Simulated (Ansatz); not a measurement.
## Electronic structure of CHCuN (charge +1) in real space

The calculation's input:

```
crystal:
  periodic: [false, false, false]
  atoms:
    - {symbol: Cu, position_ang: [-1.635869, 1.481905, -0.415452]}
    - {symbol: C, position_ang: [0.492393, -0.446039, 0.125055]}
    - {symbol: N, position_ang: [-0.337475, 0.305733, -0.085695]}
    - {symbol: H, position_ang: [1.275943, -1.155887, 0.324027]}
basis:
  gaussian: {orbitals: "def2-TZVPPD.json"}
total_charge: 1
hamiltonian: {xc: pbe0, dispersion: d4}
output: {orbitals: {seedname: orbitals}}
```

Launched as:

```sh
ansatz run in.yaml --threads 2 --pin off --events-out ev --progress --plain --max-ram 5222MiB
```

Geometry: rigid move from PBE0-D4/def2-TZVP.

The calculation used RKS PBE0-D4/def2-TZVPPD in Ansatz.

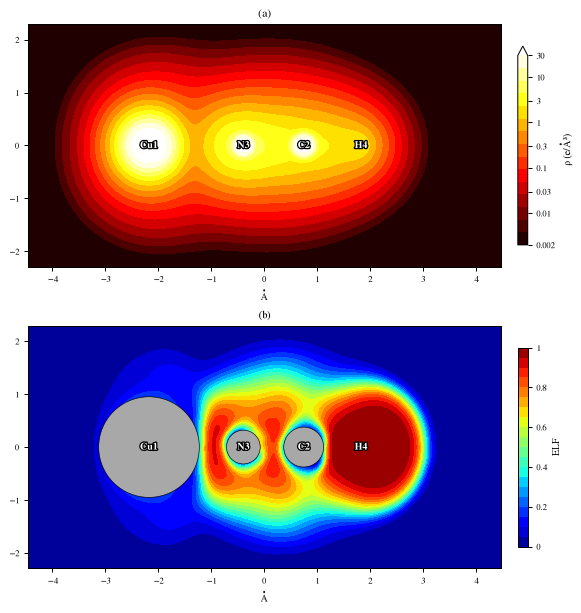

Figure 1. (a) total electron density; (b) electron localisation function on a plane that holds the molecular axis. Grey discs cover the atomic cores in the ELF map.

Q: Interpret the plot.

A: Atoms in the plane: Cu, C, N and H.
C–N (1.14 Å): ρ is about 3.7 e/Å³ halfway; the ELF peaks at about 0.85 between the atoms (a multiple bond).
Cu–N (1.78 Å): the density is about 0.95 e/Å³ at the midpoint; the ELF peaks at about 0.90 in the valence shell of N, 0.6 Å from its nucleus, and is about 0.20 at the midpoint.
C–H (1.08 Å): ρ is about 2.2 e/Å³ halfway; the ELF climbs to about 1 towards the hydrogen, as it does in any bond to H (a covalent bond by its length).

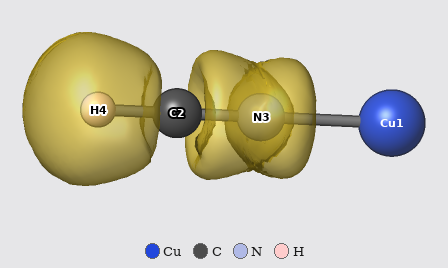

Figure 2. Isosurface of the ELF at 0.75 (yellow), seen from one side. Core shells and regions of very low density are left out.

Q: Identify the bonds, lone pairs and shells in this picture.

A: The surface consists of one region around a hydrogen nucleus and one region on N in which the atom's valence shell and bonds are merged.

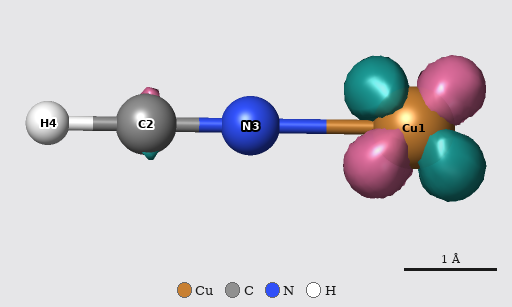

Figure 3. The HOMO−1 at ±0.3 Å⁻³ᐟ² (teal and pink are the two phases), seen from one side.

Q: Describe this orbital and give its energy.

A: It lies mainly on Cu1 (about 90 %). It is one of a degenerate set, so its orientation is arbitrary. Its energy is −14.42 eV.
